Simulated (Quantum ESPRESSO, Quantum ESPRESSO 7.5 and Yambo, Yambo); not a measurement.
# GaN (F-43m): G0W0 with Yambo, start to end

How does a plane-wave GW calculation on GaN (F-43m) run from the first input to the gap?

Program: Quantum ESPRESSO 7.5 and Yambo 5.3.0. Level of theory: PBE and many-body steps on it, plane waves. Results are calculated unless marked as measured.

**The experiments to reproduce.**

- Gap 3.23 eV: absorption onset (direct gap at Gamma) of unexcited film, from imaginary part of dielectric function; spectroscopic ellipsometry (steady-state reference of time-resolved measurement); 300 K; film on 3C-SiC/Si(001) (“Femtosecond pump-probe absorption edge spectroscopy of cubic GaN”, 2022, arxiv:2206.02223).

## Step 1: The starting structure

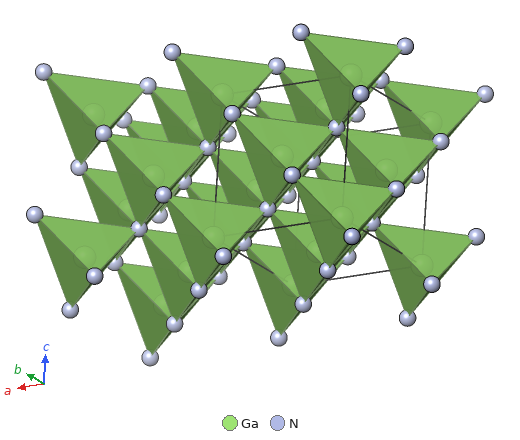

The cell as given, from a free direction (gallium green, nitrogen light blue). 2×1×1 cells are drawn. This picture shows the conventional cell, with its axes. Some periodic images of atoms are drawn too.

The cell and positions are those that the Materials Project relaxed with its own functionals (PBE, PBE+U or r2SCAN), kept fixed. This is not the form that GaN usually takes at ambient conditions.

## Step 2: Ground state

This step: Quantum ESPRESSO 7.5; DFT, PBE, plane waves, norm-conserving pseudopotentials.

The ground-state density comes first.

File pw.in:

```
&control
  calculation = 'scf'
  prefix = 'x'
  outdir = 'o'
  pseudo_dir = 'pseudo'
/
&system
  ibrav = 0
  nat = 2
  ntyp = 2
  ecutwfc = 104.0
  nbnd = 18
  force_symmorphic = .true.
/
&electrons
  conv_thr = 1e-10
  electron_maxstep = 80
  mixing_beta = 0.5
/
ATOMIC_SPECIES
  Ga 69.723 Ga.upf
  N 14.007 N.upf
CELL_PARAMETERS angstrom
  0.0000000000 2.2535006075 2.2535006075
  2.2535006075 0.0000000000 2.2535006075
  2.2535006075 2.2535006075 0.0000000000
ATOMIC_POSITIONS crystal
  Ga 0.0000000000 0.0000000000 0.0000000000
  N 0.7500000000 0.7500000000 0.7500000000
K_POINTS automatic
  8 8 8 0 0 0
```

Command:

```sh
OMP_NUM_THREADS=1 mpirun -n 8 pw.x -nk 8 -in pw.in > pw.out
```

Output:

```text
Program PWSCF v.7.5 starts

     This program is part of the open-source Quantum ESPRESSO suite
     for quantum simulation of materials; please cite
         "P. Giannozzi et al., J. Phys.:Condens. Matter 21 395502 (2009);
         "P. Giannozzi et al., J. Phys.:Condens. Matter 29 465901 (2017);
         "P. Giannozzi et al., J. Chem. Phys. 152 154105 (2020);
     in publications or presentations arising from this work. More details at
     Message from routine setup:
     using ibrav=0 with symmetry is DISCOURAGED, use correct ibrav instead

     G-vector sticks info

     bravais-lattice index     =            0
     lattice parameter (alat)  =       6.0224  a.u.
     unit-cell volume          =     154.4542 (a.u.)^3
     number of atoms/cell      =            2
     number of atomic types    =            2
     number of electrons       =        26.00
     number of Kohn-Sham states=           18
     kinetic-energy cutoff     =     104.0000  Ry
     charge density cutoff     =     416.0000  Ry
     scf convergence threshold =      1.0E-10
     mixing beta               =       0.5000
     number of iterations used =            8  plain     mixing
     Exchange-correlation= PBE
                           (   1   4   3   4   0   0   0)

     celldm(1)=   6.022427  celldm(2)=   0.000000  celldm(3)=   0.000000
     celldm(4)=   0.000000  celldm(5)=   0.000000  celldm(6)=   0.000000

     crystal axes: (cart. coord. in units of alat)
               a(1) = (   0.000000   0.707107   0.707107 )
               a(2) = (   0.707107   0.000000   0.707107 )
               a(3) = (   0.707107   0.707107   0.000000 )

     reciprocal axes: (cart. coord. in units 2 pi/alat)
               b(1) = ( -0.707107  0.707107  0.707107 )
               b(2) = (  0.707107 -0.707107  0.707107 )
               b(3) = (  0.707107  0.707107 -0.707107 )
     Pseudo is Norm-conserving + core correction, Zval = 21.0
     Generated using ONCVPSP code by D. R. Hamann
     Using radial grid of 1902 points,  6 beta functions with:
     Pseudo is Norm-conserving + core correction, Zval =  5.0
     Generated using ONCVPSP code by D. R. Hamann
     Using radial grid of 1058 points,  4 beta functions with:
     Ga               21.00    69.72300     Ga( 1.00)
     N                 5.00    14.00700     N ( 1.00)

     24 Sym. Ops. (no inversion) found

   Cartesian axes

     site n.     atom                  positions (alat units)
         1        Ga     tau(   1) = (   0.0000000   0.0000000   0.0000000  )
         2        N      tau(   2) = (   1.0606602   1.0606602   1.0606602  )

     number of k points=    29
                       cart. coord. in units 2pi/alat
        k(    1) = (   0.0000000   0.0000000   0.0000000), wk =   0.0039062
        k(    2) = (   0.0883883   0.0883883  -0.0883883), wk =   0.0312500
        k(    3) = (   0.1767767   0.1767767  -0.1767767), wk =   0.0312500
        k(    4) = (   0.2651650   0.2651650  -0.2651650), wk =   0.0312500
        k(    5) = (  -0.3535534  -0.3535534   0.3535534), wk =   0.0156250
        k(    6) = (   0.1767767   0.0000000   0.0000000), wk =   0.0234375
        k(    7) = (   0.2651650   0.0883883  -0.0883883), wk =   0.0937500
        k(    8) = (   0.3535534   0.1767767  -0.1767767), wk =   0.0937500
        k(    9) = (  -0.2651650  -0.4419417   0.4419417), wk =   0.0937500
        k(   10) = (  -0.1767767  -0.3535534   0.3535534), wk =   0.0937500
     [... 17 further rows ...]
        k(   28) = (  -0.7071068   0.1767767  -0.0000000), wk =   0.0468750
        k(   29) = (  -0.7071068   0.3535534   0.0000000), wk =   0.0234375

     Dense  grid:    22219 G-vectors     FFT dimensions: (  40,  40,  40)

     Initial potential from superposition of free atoms

     starting charge      25.9973, renormalised to      26.0000
     Starting wfcs are   17 randomized atomic wfcs +    1 random wfcs

     per-process dynamical memory:    21.1 Mb

     Self-consistent Calculation

     iteration #  1     ecut=   104.00 Ry     beta= 0.50

     total energy              =    -517.30218389 Ry
     estimated scf accuracy    <       0.51779884 Ry

     iteration #  2     ecut=   104.00 Ry     beta= 0.50

     total energy              =    -517.45397167 Ry
     estimated scf accuracy    <       0.10392532 Ry

     iteration #  3     ecut=   104.00 Ry     beta= 0.50

     total energy              =    -517.47172342 Ry
     estimated scf accuracy    <       0.00316974 Ry

     iteration #  4     ecut=   104.00 Ry     beta= 0.50

     total energy              =    -517.47189096 Ry
     estimated scf accuracy    <       0.00022933 Ry

     iteration #  5     ecut=   104.00 Ry     beta= 0.50

     total energy              =    -517.47194268 Ry
     estimated scf accuracy    <       0.00001201 Ry

     iteration #  6     ecut=   104.00 Ry     beta= 0.50

     total energy              =    -517.47194386 Ry
     estimated scf accuracy    <       0.00000521 Ry

     iteration #  7     ecut=   104.00 Ry     beta= 0.50

     total energy              =    -517.47194448 Ry
     estimated scf accuracy    <       0.00000003 Ry

     iteration #  8     ecut=   104.00 Ry     beta= 0.50

     total energy              =    -517.47194449 Ry
     estimated scf accuracy    <       0.00000005 Ry

     iteration #  9     ecut=   104.00 Ry     beta= 0.50

     total energy              =    -517.47194449 Ry
     estimated scf accuracy    <          9.2E-10 Ry

     iteration # 10     ecut=   104.00 Ry     beta= 0.50

     total energy              =    -517.47194449 Ry
     estimated scf accuracy    <          2.3E-10 Ry

     iteration # 11     ecut=   104.00 Ry     beta= 0.50

     End of self-consistent calculation

          k = 0.0000 0.0000 0.0000 (  2733 PWs)   bands (ev):

  -130.4589 -81.1977 -81.1977 -81.1977  -4.2755  -1.8860  -1.8860  -1.8860
    -1.5761  -1.5761  11.6293  11.6293  11.6293  13.3821  21.9917  21.9917
    21.9917  29.2607

          k = 0.0884 0.0884-0.0884 (  2755 PWs)   bands (ev):

  -130.4589 -81.1980 -81.1978 -81.1978  -4.1100  -1.8657  -1.8657  -1.8192
    -1.5777  -1.5777  10.1105  11.4684  11.4684  14.5249  21.2757  22.2265
    22.2265  28.8497

          k = 0.1768 0.1768-0.1768 (  2764 PWs)   bands (ev):

  -130.4589 -81.1984 -81.1979 -81.1979  -3.7464  -1.8263  -1.8263  -1.5708
    -1.5708  -1.5072   7.7858  11.1118  11.1118  15.7170  20.4400  22.4403
    22.4403  27.6520

          k = 0.2652 0.2652-0.2652 (  2776 PWs)   bands (ev):

     [... further k-points ...]

     highest occupied, lowest unoccupied level (ev):    11.6293   13.3821

!    total energy              =    -517.47194449 Ry
     estimated scf accuracy    <          5.1E-12 Ry

     The total energy is the sum of the following terms:
     one-electron contribution =    -389.77875580 Ry
     hartree contribution      =     200.88747515 Ry
     xc contribution           =     -57.95100107 Ry
     ewald contribution        =    -270.62966277 Ry

     convergence has been achieved in  11 iterations

     XML data file, charge density, pseudopotentials, collected wavefunctions

=------------------------------------------------------------------------------=
   JOB DONE.
=------------------------------------------------------------------------------=
```

Run time: 4.4 s. Hardware: 8 MPI ranks of Arm Neoverse V1, shared host; peak memory 0.47 GiB; 35 s of CPU time.

This step gave:

```
total energy               : -7040.5645 eV
gap                        : 1.753 eV
k of the valence top       : 0, 0, 0
k of the conduction bottom : 0, 0, 0
least direct gap           : 1.753 eV
```

The gap is direct, at Γ.

## Step 3: Bands along the symmetry lines

The cheap functional maps the bands first; the places of the edges decide which points the dearer methods must see.

File pw.in:

```
&control
  calculation = 'bands'
  prefix = 'x'
  outdir = 'o'
  pseudo_dir = 'pseudo'
/
&system
  ibrav = 0
  nat = 2
  ntyp = 2
  ecutwfc = 104.0
  nbnd = 19
  force_symmorphic = .true.
/
&electrons
  conv_thr = 1e-9
  electron_maxstep = 80
  diago_full_acc = .true.
  diago_thr_init = 5e-6
/
ATOMIC_SPECIES
  Ga 69.723 Ga.upf
  N 14.007 N.upf
CELL_PARAMETERS angstrom
  0.0000000000 2.2535006075 2.2535006075
  2.2535006075 0.0000000000 2.2535006075
  2.2535006075 2.2535006075 0.0000000000
ATOMIC_POSITIONS crystal
  Ga 0.0000000000 0.0000000000 0.0000000000
  N 0.7500000000 0.7500000000 0.7500000000
K_POINTS crystal
  50
  0.00000000 0.00000000 0.00000000 1
  -0.06250000 -0.06250000 0.00000000 1
  -0.12500000 -0.12500000 0.00000000 1
  -0.18750000 -0.18750000 0.00000000 1
  -0.25000000 -0.25000000 0.00000000 1
  -0.31250000 -0.31250000 0.00000000 1
  -0.37500000 -0.37500000 0.00000000 1
  -0.43750000 -0.43750000 0.00000000 1
  -0.50000000 -0.50000000 0.00000000 1
  -0.48437500 -0.48437500 0.03125000 1
  -0.46875000 -0.46875000 0.06250000 1
  -0.45312500 -0.45312500 0.09375000 1
  -0.43750000 -0.43750000 0.12500000 1
  -0.42187500 -0.42187500 0.15625000 1
  -0.40625000 -0.40625000 0.18750000 1
  -0.39062500 -0.39062500 0.21875000 1
  -0.37500000 -0.37500000 0.25000000 1
  -0.37500000 0.00000000 0.37500000 1
  -0.32812500 0.00000000 0.32812500 1
  -0.28125000 0.00000000 0.28125000 1
  -0.23437500 0.00000000 0.23437500 1
  -0.18750000 0.00000000 0.18750000 1
  -0.14062500 0.00000000 0.14062500 1
  -0.09375000 0.00000000 0.09375000 1
  -0.04687500 0.00000000 0.04687500 1
  0.00000000 0.00000000 0.00000000 1
  0.00000000 0.00000000 0.06250000 1
  0.00000000 0.00000000 0.12500000 1
  0.00000000 0.00000000 0.18750000 1
  0.00000000 0.00000000 0.25000000 1
  0.00000000 0.00000000 0.31250000 1
  0.00000000 0.00000000 0.37500000 1
  0.00000000 0.00000000 0.43750000 1
  0.00000000 0.00000000 0.50000000 1
  -0.06250000 -0.03125000 0.46875000 1
  -0.12500000 -0.06250000 0.43750000 1
  -0.18750000 -0.09375000 0.40625000 1
  -0.25000000 -0.12500000 0.37500000 1
  -0.31250000 -0.15625000 0.34375000 1
  -0.37500000 -0.18750000 0.31250000 1
  -0.43750000 -0.21875000 0.28125000 1
  -0.50000000 -0.25000000 0.25000000 1
  -0.50000000 -0.28125000 0.21875000 1
  -0.50000000 -0.31250000 0.18750000 1
  -0.50000000 -0.34375000 0.15625000 1
  -0.50000000 -0.37500000 0.12500000 1
  -0.50000000 -0.40625000 0.09375000 1
  -0.50000000 -0.43750000 0.06250000 1
  -0.50000000 -0.46875000 0.03125000 1
  -0.50000000 -0.50000000 0.00000000 1
```

Output:

```text
[banner, memory and clock lines left out]
Program PWSCF v.7.5 starts

     Atomic positions and unit cell read from directory:
     o/x.save/

     Message from routine setup:
     using ibrav=0 with symmetry is DISCOURAGED, use correct ibrav instead

     G-vector sticks info

     bravais-lattice index     =            0
     lattice parameter (alat)  =       6.0224  a.u.
     unit-cell volume          =     154.4542 (a.u.)^3
     number of atoms/cell      =            2
     number of atomic types    =            2
     number of electrons       =        26.00
     number of Kohn-Sham states=           19
     kinetic-energy cutoff     =     104.0000  Ry
     charge density cutoff     =     416.0000  Ry
     Exchange-correlation= PBE
                           (   1   4   3   4   0   0   0)

     celldm(1)=   6.022427  celldm(2)=   0.000000  celldm(3)=   0.000000
     celldm(4)=   0.000000  celldm(5)=   0.000000  celldm(6)=   0.000000

     crystal axes: (cart. coord. in units of alat)
               a(1) = (   0.000000   0.707107   0.707107 )
               a(2) = (   0.707107   0.000000   0.707107 )
               a(3) = (   0.707107   0.707107   0.000000 )

     reciprocal axes: (cart. coord. in units 2 pi/alat)
               b(1) = ( -0.707107  0.707107  0.707107 )
               b(2) = (  0.707107 -0.707107  0.707107 )
               b(3) = (  0.707107  0.707107 -0.707107 )
     Pseudo is Norm-conserving + core correction, Zval = 21.0
     Generated using ONCVPSP code by D. R. Hamann
     Using radial grid of 1902 points,  6 beta functions with:
     Pseudo is Norm-conserving + core correction, Zval =  5.0
     Generated using ONCVPSP code by D. R. Hamann
     Using radial grid of 1058 points,  4 beta functions with:
     Ga               21.00    69.72300     Ga( 1.00)
     N                 5.00    14.00700     N ( 1.00)

     24 Sym. Ops. (no inversion) found

   Cartesian axes

     site n.     atom                  positions (alat units)
         1        Ga     tau(   1) = (   0.0000000   0.0000000   0.0000000  )
         2        N      tau(   2) = (   1.0606602   1.0606602   1.0606602  )

     number of k points=    50
                       cart. coord. in units 2pi/alat
        k(    1) = (   0.0000000   0.0000000   0.0000000), wk =   0.0400000
        k(    2) = (   0.0000000   0.0000000  -0.0883883), wk =   0.0400000
        k(    3) = (   0.0000000   0.0000000  -0.1767767), wk =   0.0400000
[...]
[... 38 further rows ...]
        k(   49) = (   0.0441942  -0.0000000  -0.7071068), wk =   0.0400000
        k(   50) = (   0.0000000   0.0000000  -0.7071068), wk =   0.0400000

     Dense  grid:    22219 G-vectors     FFT dimensions: (  40,  40,  40)

     The potential is recalculated from file :
     o/x.save/charge-density

     Starting wfcs are   17 randomized atomic wfcs +    2 random wfcs

     Band Structure Calculation

     End of band structure calculation

          k = 0.0000 0.0000 0.0000 (  2733 PWs)   bands (ev):

  -130.4589 -81.1977 -81.1977 -81.1977  -4.2755  -1.8859  -1.8859  -1.8859
    -1.5760  -1.5760  11.6293  11.6293  11.6293  13.3821  21.9917  21.9917
    21.9917  29.2607  30.4490

          k = 0.0000 0.0000-0.0884 (  2737 PWs)   bands (ev):

  -130.4589 -81.1977 -81.1977 -81.1977  -4.2176  -1.8758  -1.8758  -1.8719
[...]
22.1206  28.4048  29.9115

          k = 0.0000 0.0000-0.1768 (  2750 PWs)   bands (ev):

[...]
22.4817  26.2126  31.3175

          k =-0.0000 0.0000-0.2652 (  2754 PWs)   bands (ev):

[...]
k = 0.0000 0.0000-0.3536 (  2786 PWs)   bands (ev):

[...]
k = 0.0000-0.0000-0.4419 (  2766 PWs)   bands (ev):

[...]
k =-0.0000 0.0000-0.5303 (  2782 PWs)   bands (ev):

[...]
k = 0.0000-0.0000-0.6187 (  2770 PWs)   bands (ev):

[...]
k = 0.5303-0.0000-0.5303 (  2768 PWs)   bands (ev):

[...]
k = 0.0000 0.0000 0.0000 (  2733 PWs)   bands (ev):

[...]
k = 0.1326 0.0000-0.7071 (  2770 PWs)   bands (ev):

[...]
k = 0.0884-0.0000-0.7071 (  2774 PWs)   bands (ev):

[...]
k = 0.0442-0.0000-0.7071 (  2774 PWs)   bands (ev):

[...]
25.4643  25.6236  33.4304

          k = 0.0000 0.0000-0.7071 (  2778 PWs)   bands (ev):

  -130.4588 -81.1991 -81.1984 -81.1984  -3.2483  -1.8059  -1.5864  -1.5864
    -1.5005   0.1493   5.5189   8.9386   8.9386  15.0084  18.3286  23.3382
    25.5941  25.5941  33.3604

     XML data file, pseudopotentials, collected wavefunctions
```

The job ended after 2.2 s (8 MPI ranks; peak memory 0.38 GiB; 17 s of CPU time).

This step gave:

| Quantity | Value |
| --- | --- |
| gap | 1.753 eV |
| k of the valence top | 0, 0, 0 |
| k of the conduction bottom | 0, 0, 0 |
| least direct gap | 1.753 eV |

The gap is 1.753 eV, as in the run before at this level.

The electronic bands at the labelled points (eV, zero at the top of the highest filled band):

| point | band 10 | band 11 | band 12 | band 13 | band 14 | band 15 | band 16 | band 17 |
| --- | --- | --- | --- | --- | --- | --- | --- | --- |
| Γ | -13.21 | 0.00 | 0.00 | 0.00 | 1.75 | 10.36 | 10.36 | 10.36 |
| X | -11.48 | -6.11 | -2.69 | -2.69 | 3.38 | 6.70 | 11.71 | 13.96 |
| U | -11.32 | -5.85 | -4.24 | -2.16 | 5.02 | 7.88 | 11.08 | 12.86 |
| jump to K | -11.32 | -5.85 | -4.24 | -2.16 | 5.02 | 7.88 | 11.08 | 12.86 |
| Γ | -13.21 | 0.00 | 0.00 | 0.00 | 1.75 | 10.36 | 10.36 | 10.36 |
| L | -11.92 | -7.02 | -0.96 | -0.96 | 4.67 | 8.73 | 10.40 | 10.40 |
| W | -11.20 | -5.68 | -3.68 | -3.62 | 6.23 | 8.40 | 10.30 | 11.13 |
| X | -11.48 | -6.11 | -2.69 | -2.69 | 3.38 | 6.70 | 11.71 | 13.96 |

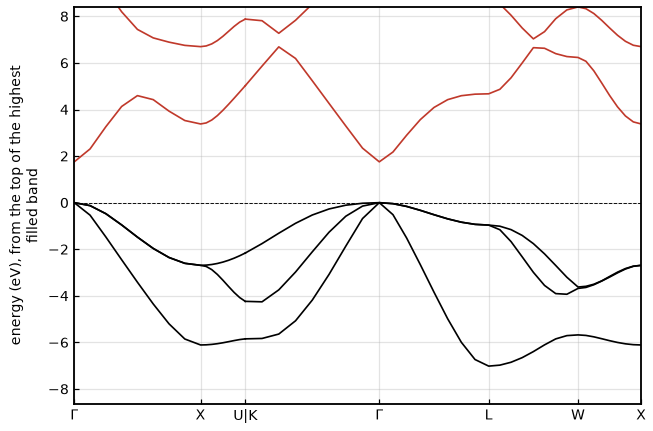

Electronic bands along the path; lines of filled and empty bands in two colours.

(Part 1 of 3 ends here.)

[Paths, hosts, dates, memory and timing lines, banners, echoed tables and standing remarks are left out of the program output.]

[Logs are printed without paths, hosts, clocks, repeated set-up lines and the standing remarks that a program may print on its own settings, such as how far it seeks lower states.]

[Runs of the session that timed out or met a known fault of the program may be left out.]

[Hosts, paths, dates, database ids (printed as entryN), source tags and the programs' standing remarks are cut or masked in the printed files.]
